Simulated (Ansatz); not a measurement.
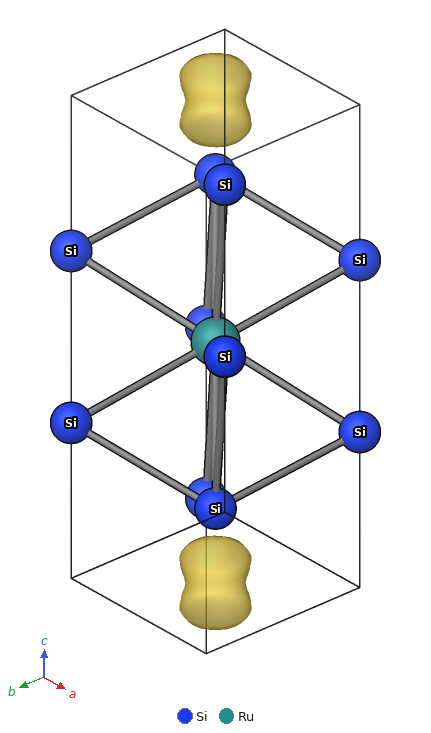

*Si4Ru. Isosurface of the ELF at 0.8 (yellow), seen at an oblique angle. Core shells and regions of very low density are left out. Sticks mark near contacts.*

Space group P4/mmm; a structure generated by program, which may or may not match a known phase; computed without spin polarisation.

The calculation used DFT PBE, scalar-relativistic, plane waves, PAW in Ansatz 0.2.0.

Core electrons are frozen (PAW), and the valence fields are smoothed inside the atomic spheres.

```xyz
5
Lattice="3.0141 0.0000 0.0000 0.0000 3.0141 0.0000 0.0000 0.0000 8.1654" Properties=species:S:1:pos:R:3 pbc="T T T"
Si    1.5070    1.5070    6.9072
Si    1.5070    1.5070    1.2582
Si    0.0000    0.0000    2.6289
Si    0.0000    0.0000    5.5366
Ru    1.5070    1.5070    4.0827
```

**Where are the electrons localised?**

At this value the surface marks out one region between bonded Si–Si atoms, counted in one cell of 5 atoms. Any copies at cell faces, edges or corners count once. Along the contacts the grid gives the following. Si–Si (2.52 Å): the ELF peaks at about 0.90 between the atoms. Si–Ru (2.58 Å): the ELF peaks at about 0.70 in the valence shell of Si, 0.9 Å from its nucleus, and is about 0.40 at the midpoint.
